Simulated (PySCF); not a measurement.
# Si(eta1-allyl)4: geometry, NMR shifts and electronic excitations

What NMR shifts and electronic excitations should Si(eta1-allyl)4 (`C=CC[Si](CC=C)(CC=C)CC=C`) show?

The runs use PySCF 2.14.0, with density-fitted response routines of our own; the level of theory stands in each step. All values are computed, except where a source is named. Atoms are numbered from 0 throughout.

## (1) The starting structure

33 atoms, charge 0, multiplicity 1; geometry from: GFN2-xTB. The atoms were then displaced at random by about 0.03 Å, so the start is not that level's minimum.

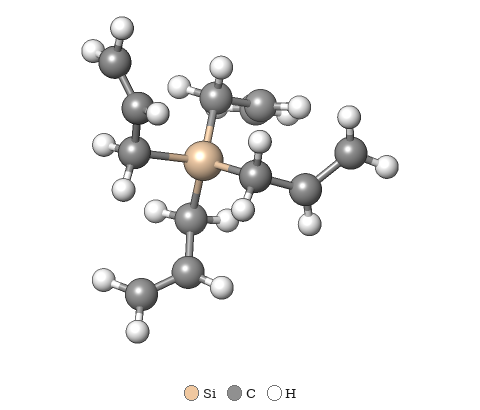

The starting geometry (silicon light orange, carbon grey, hydrogen white); sticks join atoms by distance.

## (2) Relaxing the molecule at PBE0-D3(BJ)/def2-SVP

The job: settings as JSON, then the geometry in Å.

```
{"job": {"xc": "PBE0", "basis": "def2-SVP", "d3": "d3bj", "grid": 1, "maxiter": 40, "shake": 0.03, "kind": "geom"}, "charge": 0, "multiplicity": 1}
Si    -0.116060     0.112750    -0.103740
C     -0.138560     0.171540     1.799820
C      0.449480    -1.051230     2.332530
C      1.787600    -1.074510     2.944620
H     -1.153370     0.239880     2.147050
H      0.409650     1.077600     2.150410
H     -0.027250    -1.963200     2.228580
H      2.323770    -0.173480     3.082880
H      2.108150    -1.981830     3.384280
C      1.586490     0.241330    -0.825100
C      2.307730    -1.034180    -0.619200
C      2.573940    -1.922620    -1.566700
H      2.053050     1.099960    -0.415140
H      1.480620     0.473820    -1.900650
H      2.657470    -1.236790     0.367190
H      2.224900    -1.733790    -2.579690
H      3.087410    -2.810440    -1.393280
C     -1.174310     1.758400    -0.689580
C     -0.514940     2.977700    -0.236160
C      0.144410     3.819940    -0.989040
H     -2.215630     1.683940    -0.356350
H     -1.176590     1.673540    -1.822660
H     -0.630730     3.270830     0.738760
H      0.364720     3.600030    -2.067110
H      0.727410     4.658170    -0.610530
C     -1.113600    -1.334550    -0.766760
C     -2.426460    -1.598440    -0.077610
C     -3.545590    -1.232810    -0.669690
H     -0.447980    -2.266140    -0.585420
H     -1.221870    -1.261050    -1.891160
H     -2.418930    -1.925860     0.895880
H     -3.599330    -0.925580    -1.767840
H     -4.509890    -1.344710    -0.174310
```

On the command line:

```console
$ OMP_NUM_THREADS=2 python probes_run.py task.json out
```

This one command runs all jobs of the session in turn.

What it wrote:

```text
step   0  E = -757.59738010  max force = 0.139937
step   1  E = -757.63819051  max force = 0.059487
step   2  E = -757.64187845  max force = 0.068193
step   3  E = -757.65247334  max force = 0.021712
step   4  E = -757.65477854  max force = 0.005791
step   5  E = -757.65488732  max force = 0.004460
step   6  E = -757.65511977  max force = 0.001261
step   7  E = -757.65515006  max force = 0.000851
step   8  E = -757.65519114  max force = 0.000263
step   9  E = -757.65520992  max force = 0.000353
step  10  E = -757.65523724  max force = 0.001199
step  11  E = -757.65525702  max force = 0.000502
step  12  E = -757.65526732  max force = 0.000310
optimisation converged
```

Wall time 6.3 min (2 threads of AMD EPYC 9R45, shared host); peak memory 2.4 GiB.

Along the way:

```csv
step,energy from step 0 (eV),largest force component (eV/Å)
0,0.0000,7.1959
1,-1.1105,3.0589
2,-1.2109,3.5066
3,-1.4992,1.1165
4,-1.5619,0.2978
5,-1.5649,0.2293
6,-1.5712,0.0648
7,-1.5720,0.0438
8,-1.5731,0.0135
9,-1.5736,0.0182
10,-1.5744,0.0617
11,-1.5749,0.0258
12,-1.5752,0.0159
```

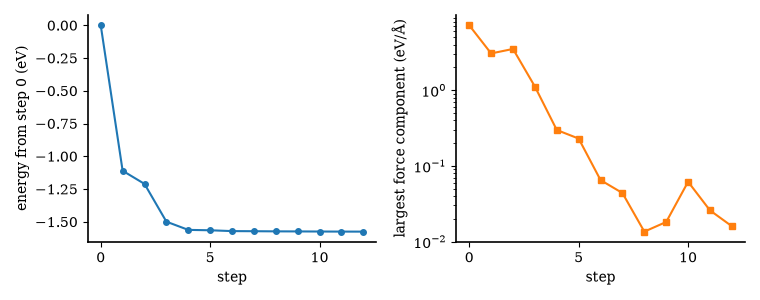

Energy and largest force along the relaxation.

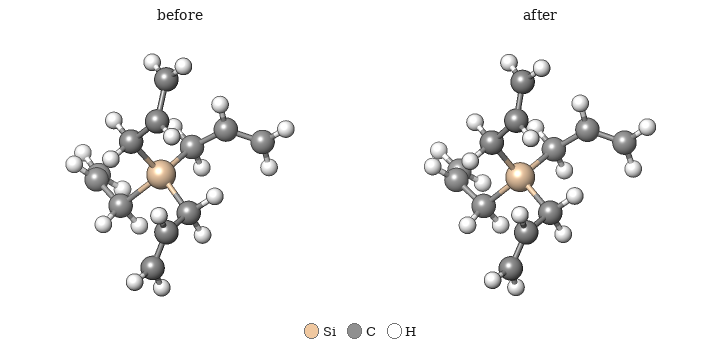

Before and after, at one scale.

Close pairs (by a distance rule), those that changed most:

```csv
bond,before (Å),after (Å),change (Å)
Si0–C17,2.042,1.897,-0.145
C2–C3,1.472,1.336,-0.135
C18–H22,1.025,1.098,+0.073
C26–H30,1.027,1.098,+0.071
C2–H6,1.034,1.098,+0.064
C25–H28,1.159,1.103,-0.056
C11–H16,1.040,1.093,+0.053
C27–H31,1.142,1.095,-0.046
```

The end geometry stands in the next job.

```csv
at the end point,value
point group (found at 0.08 Å tolerance),C1
"rotational constants (GHz, main isotopes)","0.592, 0.536, 0.442"
dipole moment (D),0.38
```

## (3) Shielding tensors: PBE0/pcSseg-1

The job: settings as JSON, then the geometry in Å.

```
{"job": {"kind": "nmr", "xc": "PBE0", "basis": "pcSseg-1"}, "charge": 0, "multiplicity": 1}
Si    -0.172550     0.177305    -0.176074
C     -0.120854     0.206215     1.721758
C      0.472197    -1.009342     2.348288
C      1.621178    -1.061206     3.028553
H     -1.170283     0.332008     2.047168
H      0.423063     1.113686     2.033653
H     -0.089444    -1.943357     2.213077
H      2.225689    -0.164028     3.198887
H      1.997407    -2.001363     3.439309
C      1.570507     0.216236    -0.922816
C      2.351691    -1.031200    -0.684951
C      2.575509    -1.992186    -1.586554
H      2.080396     1.097855    -0.496880
H      1.451555     0.406350    -2.003844
H      2.730495    -1.172173     0.334150
H      2.212182    -1.907979    -2.616516
H      3.134689    -2.894956    -1.328370
C     -1.115168     1.713033    -0.769893
C     -0.531201     2.976246    -0.235821
C      0.277083     3.807665    -0.900656
H     -2.165475     1.590350    -0.453293
H     -1.102564     1.703597    -1.873265
H     -0.767487     3.210060     0.810555
H      0.547117     3.629259    -1.946959
H      0.691129     4.700264    -0.425371
C     -1.082343    -1.372773    -0.782898
C     -2.404042    -1.542330    -0.116405
C     -3.592719    -1.205054    -0.626756
H     -0.419565    -2.234811    -0.597005
H     -1.192910    -1.280109    -1.876886
H     -2.378000    -1.947416     0.903995
H     -3.686799    -0.798474    -1.639358
H     -4.514772    -1.333155    -0.054544
```

Method: GIAO PBE0/pcSseg-1 NMR shielding, non-relativistic, gas phase.

What it wrote:

```text
coarse grid: 27056 points
cycle   1  E = -757.7881139366  dE =  1.168e+00  |g| = 6.299e-01  |ddm| = 5.101e+00
cycle   2  E = -757.7885873407  dE = -4.734e-04  |g| = 6.414e-01  |ddm| = 1.094e+00
cycle   3  E = -757.8971941891  dE = -1.086e-01  |g| = 3.078e-02  |ddm| = 5.720e-01
cycle   4  E = -757.8971928048  dE =  1.384e-06  |g| = 3.087e-02  |ddm| = 6.322e-02
cycle   5  E = -757.8974425471  dE = -2.497e-04  |g| = 7.794e-03  |ddm| = 3.604e-02
cycle   6  E = -757.8974569951  dE = -1.445e-05  |g| = 1.732e-03  |ddm| = 7.252e-03
cycle   7  E = -757.8974577122  dE = -7.171e-07  |g| = 3.678e-04  |ddm| = 1.983e-03
final grid: 253864 points
cycle   8  E = -757.9759325849  dE = -6.444e-05  |g| = 1.041e-02  |ddm| = 4.362e-02
cycle   9  E = -757.9759286529  dE =  3.932e-06  |g| = 1.121e-02  |ddm| = 1.891e-02
cycle  10  E = -757.9759616185  dE = -3.297e-05  |g| = 1.448e-03  |ddm| = 1.018e-02
cycle  11  E = -757.9759621257  dE = -5.072e-07  |g| = 3.751e-04  |ddm| = 1.444e-03
cycle  12  E = -757.9759621611  dE = -3.544e-08  |g| = 6.154e-05  |ddm| = 3.767e-04
cycle  13  E = -757.9759621618  dE = -6.762e-10  |g| = 3.002e-05  |ddm| = 1.048e-04
converged SCF energy = -757.9759621618

GIAO shielding tensors (ppm)
atom      isotropic    diamagn.    paramagn.     s11        s22        s33       span
  0 Si     354.167     887.666    -533.500    341.359    357.826    363.315     21.956
  1 C      161.946     259.080     -97.134    143.929    157.381    184.527     40.598
  2 C       39.447     259.216    -219.768    -86.441     43.630    161.152    247.593
  3 C       63.222     255.104    -191.882    -50.363     87.091    152.937    203.300
  4 H       29.653      35.521      -5.868     26.495     28.353     34.110      7.615
  5 H       29.642      36.967      -7.325     25.465     30.227     33.235      7.770
  6 H       25.218      34.247      -9.029     22.098     24.084     29.473      7.376
  7 H       25.924      32.508      -6.584     22.064     25.237     30.470      8.405
  8 H       26.121      29.181      -3.060     22.665     25.150     30.548      7.883
  9 C      159.316     259.092     -99.776    140.632    156.767    180.551     39.919
 10 C       38.687     259.448    -220.761    -85.132     39.761    161.431    246.562
 11 C       64.831     255.261    -190.430    -48.603     90.154    152.941    201.544
 12 H       29.252      36.038      -6.786     25.411     28.764     33.582      8.171
 13 H       29.962      36.842      -6.881     25.722     29.665     34.498      8.777
 14 H       25.054      34.455      -9.401     22.446     23.822     28.892      6.446
 15 H       26.223      32.720      -6.497     22.284     25.396     30.990      8.706
 16 H       26.234      29.362      -3.129     22.793     25.088     30.819      8.025
 17 C      161.122     259.282     -98.160    142.991    159.433    180.941     37.949
 18 C       41.120     259.102    -217.982    -83.220     45.696    160.884    244.103
 19 C       63.402     254.697    -191.295    -50.776     87.265    153.717    204.492
 20 H       29.354      35.351      -5.996     24.711     29.167     34.185      9.474
 21 H       30.088      36.448      -6.360     26.209     29.364     34.691      8.482
 22 H       25.396      32.968      -7.572     22.848     24.156     29.185      6.336
 23 H       26.077      32.286      -6.209     22.079     25.280     30.871      8.792
 24 H       26.083      28.584      -2.501     22.664     25.068     30.517      7.853
 25 C      163.309     259.184     -95.875    145.073    157.157    187.697     42.623
 26 C       40.869     259.424    -218.555    -83.205     45.310    160.502    243.707
 27 C       63.368     254.551    -191.182    -50.935     87.180    153.860    204.795
 28 H       29.186      36.162      -6.976     25.127     28.468     33.962      8.836
 29 H       30.052      36.627      -6.575     26.220     29.299     34.636      8.416
 30 H       25.241      33.486      -8.245     22.464     24.318     28.941      6.477
 31 H       26.081      32.215      -6.135     22.044     25.276     30.923      8.879
 32 H       26.026      28.543      -2.516     22.589     24.973     30.517      7.928
```

It took 80 s on 2 threads of AMD EPYC 9R45, shared host; peak memory 2.5 GiB.

The references, computed at this level on geometries of the same kind, shield at (ppm): 1H TMS 31.27, 13C TMS 184.4, 29Si TMS 352.0. Their shielding less the atom's gives the shift. The references are single molecules in the gas phase. Atoms listed in one row are averaged.

```csv
atoms,environment,σ (ppm),δ (ppm)
"C2, C10, C18, C26","carbon bonded to 2 C, H",40.0,144.4
"C3, C11, C19, C27","carbon bonded to C, 2 H",63.7,120.7
"C1, C9, C17, C25","carbon bonded to C, Si, 2 H",161.4,23.0
"H6, H14, H22, H30",hydrogen on a carbon bonded to 2 C,25.23,6.04
"H7, H8, H15, H16, H23 and 3 more",hydrogen on a carbon bonded to C,26.10,5.17
"H4, H5, H12, H13, H20 and 3 more","hydrogen on a carbon bonded to C, Si",29.65,1.62
Si0,silicon bonded to 4 C,354.2,-2.2
```

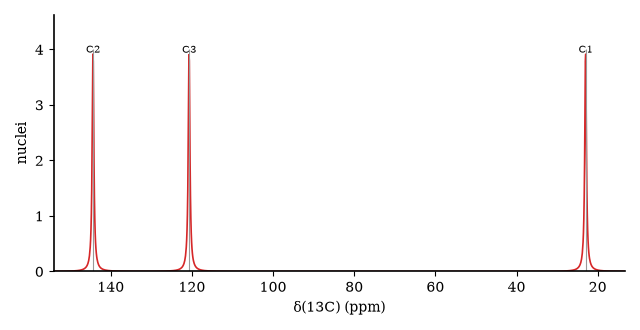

13C lines at the computed shifts, without couplings. Lines are broadened to a width of 0.49 ppm (Lorentzian).

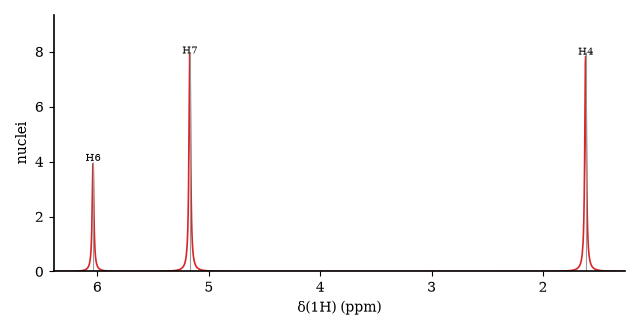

1H lines at the computed shifts, without couplings. Lines are broadened to a width of 0.02 ppm (Lorentzian).

Charges from the same density, by scheme (e):

```csv
atoms,Mulliken,IAO,Hirshfeld,ESP fit
Si0,1.00,1.10,0.40,0.66
"C1, C9, C17, C25",-0.48,-0.54,-0.16,-0.39
"C2, C10, C18, C26",-0.25,-0.12,-0.04,-0.02
"C3, C11, C19, C27",-0.18,-0.34,-0.11,-0.55
```

ESP fit charges:

Si0 0.66; C1 -0.21; C2 -0.09; C3 -0.54; H4 0.08; H5 0.10; H6 0.13; H7 0.21; H8 0.20; C9 -0.26; C10 -0.09; C11 -0.54; H12 0.09; H13 0.11; H14 0.15; H15 0.20; H16 0.20; C17 -0.62; C18 0.07; C19 -0.55; H20 0.19; H21 0.19; H22 0.10; H23 0.20; H24 0.19; C25 -0.47; C26 0.02; C27 -0.56; H28 0.15; H29 0.16; H30 0.11; H31 0.21; H32 0.20

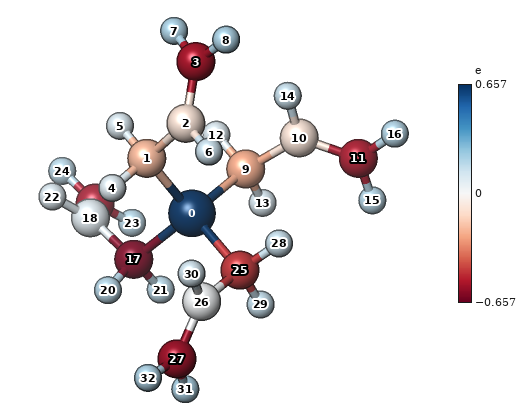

ESP fit charges, as colours on the atoms.

Mayer bond orders: Si0–C1 0.89, Si0–C9 0.91, Si0–C17 0.90, Si0–C25 0.90, C1–C2 1.05, C2–C3 1.97, C9–C10 1.05, C10–C11 1.96, C17–C18 1.05, C18–C19 1.96, C25–C26 1.05, C26–C27 1.96.

The fields below are evaluated on a grid from the run's orbitals.

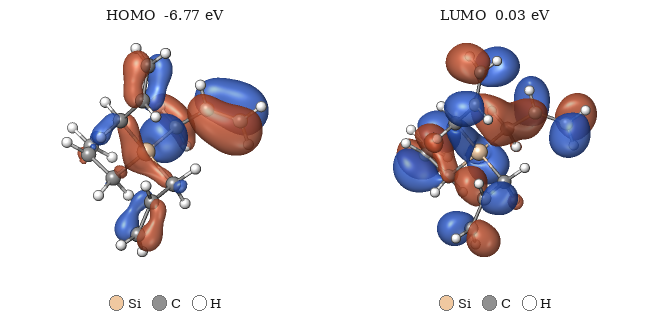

PBE0/pcSseg-1 orbitals near the gap, drawn at the value that encloses 70 % of each; the two colours are the two signs.

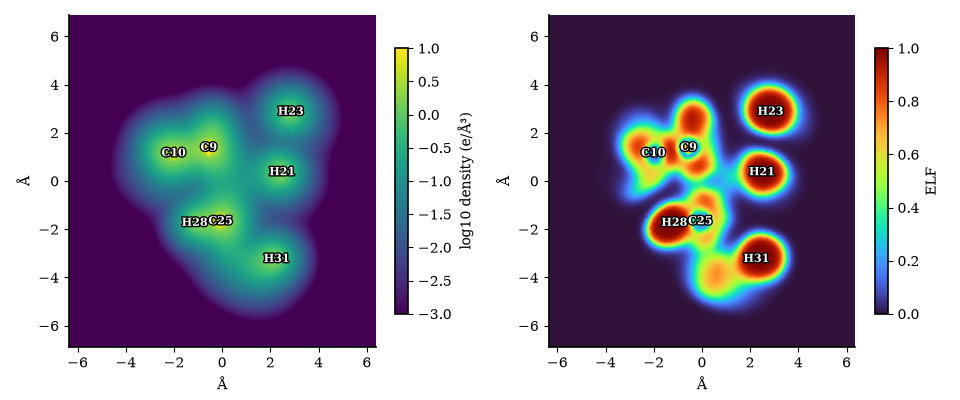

Density (left) and ELF (right) in a plane through or near 7 of the atoms.

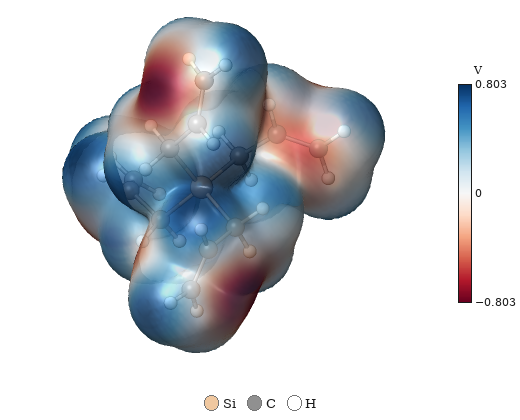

Electrostatic potential on the surface of density 0.002 e/bohr³; red is low, blue high. It runs from -0.80 V near C11 to 0.80 V near H6.

## (4) Excited states and response: wB97X-D/def2-SVPD

Settings changed since step 3:

```diff
@@ -1,2 +1,2 @@
-{"job": {"kind": "nmr", "xc": "PBE0", "basis": "pcSseg-1"}, "charge": 0, "multiplicity": 1}
+{"job": {"kind": "uv", "xc": "wB97X-D", "basis": "def2-SVPD", "ip": false, "nstates": 10}, "charge": 0, "multiplicity": 1}
 Si    -0.172550     0.177305    -0.176074
```

Method: TDDFT wB97X-D/def2-SVPD, vertical, gas phase, core orbitals frozen in the response.

What it wrote:

```text
coarse grid: 27056 points
cycle   1  E = -758.0037434012  dE =  1.501e+00  |g| = 4.335e-01  |ddm| = 9.795e+00
cycle   2  E = -758.0444104920  dE = -4.067e-02  |g| = 2.665e-01  |ddm| = 1.851e+00
cycle   3  E = -758.0625627927  dE = -1.815e-02  |g| = 4.434e-02  |ddm| = 6.813e-01
cycle   4  E = -758.0630824503  dE = -5.197e-04  |g| = 2.807e-02  |ddm| = 2.630e-01
cycle   5  E = -758.0632918941  dE = -2.094e-04  |g| = 3.318e-03  |ddm| = 6.880e-02
cycle   6  E = -758.0632972100  dE = -5.316e-06  |g| = 1.076e-03  |ddm| = 3.153e-02
final grid: 253864 points
cycle   7  E = -758.1803342326  dE = -2.173e-04  |g| = 4.386e-03  |ddm| = 3.707e-01
cycle   8  E = -758.1803395096  dE = -5.277e-06  |g| = 2.366e-03  |ddm| = 4.678e-02
cycle   9  E = -758.1803407795  dE = -1.270e-06  |g| = 8.833e-04  |ddm| = 8.224e-03
cycle  10  E = -758.1803409982  dE = -2.187e-07  |g| = 3.503e-04  |ddm| = 3.949e-03
cycle  11  E = -758.1803410308  dE = -3.259e-08  |g| = 5.589e-05  |ddm| = 9.779e-04
cycle  12  E = -758.1803410326  dE = -1.790e-09  |g| = 1.953e-05  |ddm| = 4.084e-04
cycle  13  E = -758.1803410328  dE = -1.817e-10  |g| = 8.358e-06  |ddm| = 1.271e-04
converged SCF energy = -758.1803410328

Static polarisability (au): isotropic 173.627, principal 157.774 175.481 187.628

Singlet excitations
state   eV       nm        f      main configurations
  1   6.5160    190.3   0.22587   H->L 0.55, H-2->L 0.12, H-2->L+1 0.11
  2   6.6112    187.5   0.49659   H-1->L+1 0.34, H-1->L 0.29
  3   6.6499    186.4   0.66847   H-2->L 0.30, H-1->L+2 0.15, H->L+1 0.13
  4   6.8601    180.7   0.03434   H-2->L+1 0.31, H-1->L+2 0.27, H->L+3 0.16
  5   6.9810    177.6   0.03169   H->L+4 0.18, H->L+3 0.17, H->L+7 0.12
  6   7.0267    176.4   0.01884   H->L+4 0.27, H-1->L+4 0.13, H-2->L+4 0.13
  7   7.0510    175.8   0.01484   H-1->L+4 0.32, H-1->L+6 0.12
  8   7.1634    173.1   0.00607   H->L+1 0.23, H->L+3 0.17, H-2->L+4 0.09
  9   7.2226    171.7   0.00434   H-3->L+4 0.14, H-1->L+6 0.12, H->L+7 0.09
 10   7.3410    168.9   0.02926   H-1->L 0.47, H-1->L+1 0.25

Triplet excitations (Tamm-Dancoff, eV): 4.2813 4.3064 4.3198 4.3431
```

Wall time 3.2 min (2 threads of AMD EPYC 9R45, shared host); peak memory 3.2 GiB.

The orbitals next to the gap, with their largest atomic shares:

```csv
orbital,eV,atoms
HOMO−3,-9.61,"C19 10 %, C18 10 %, C11 10 %"
HOMO−2,-8.78,"C3 20 %, C2 16 %, C1 11 %"
HOMO−1,-8.67,"C19 21 %, C18 16 %, C27 11 %"
HOMO,-8.58,"C11 26 %, C10 20 %, C9 13 %"
LUMO,1.72,"C3 13 %, C2 12 %, C11 10 %"
LUMO+1,1.86,"C26 13 %, C27 13 %, C2 11 %"
LUMO+2,2.06,"C18 17 %, C19 16 %, C26 14 %"
```

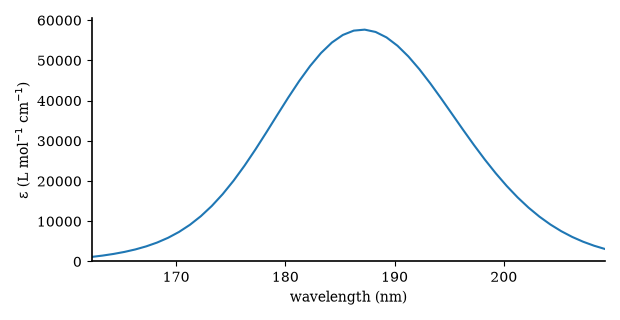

Absorption spectrum: each of the 10 states is a Gaussian band of 0.4 eV half-width at 1/e. Beyond the last state computed it falls off for lack of states.

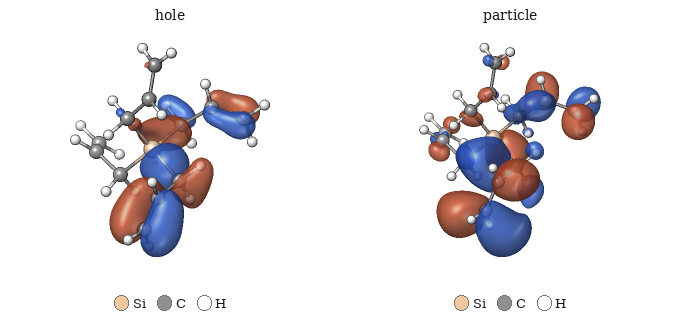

Leading natural transition orbitals of singlet state 3: the electron leaves the hole (left) for the particle orbital (right).

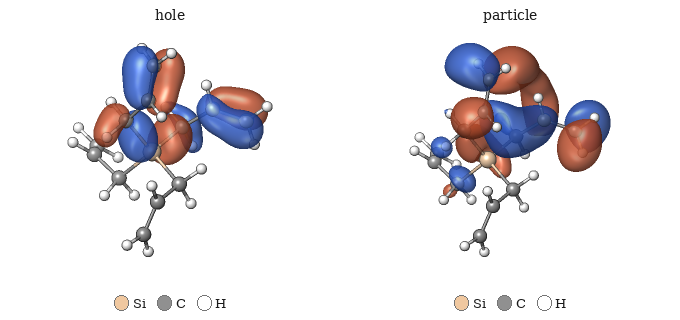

Leading natural transition orbitals of singlet state 1: the electron leaves the hole (left) for the particle orbital (right).

Ground-state properties from the same run:

```csv
property,computed
dipole moment (D),0.37
polarisability (Å³),25.73
HOMO–LUMO gap (eV),10.30
−ε(HOMO) (eV),8.58
```

(Part 1 of 2 ends here.)
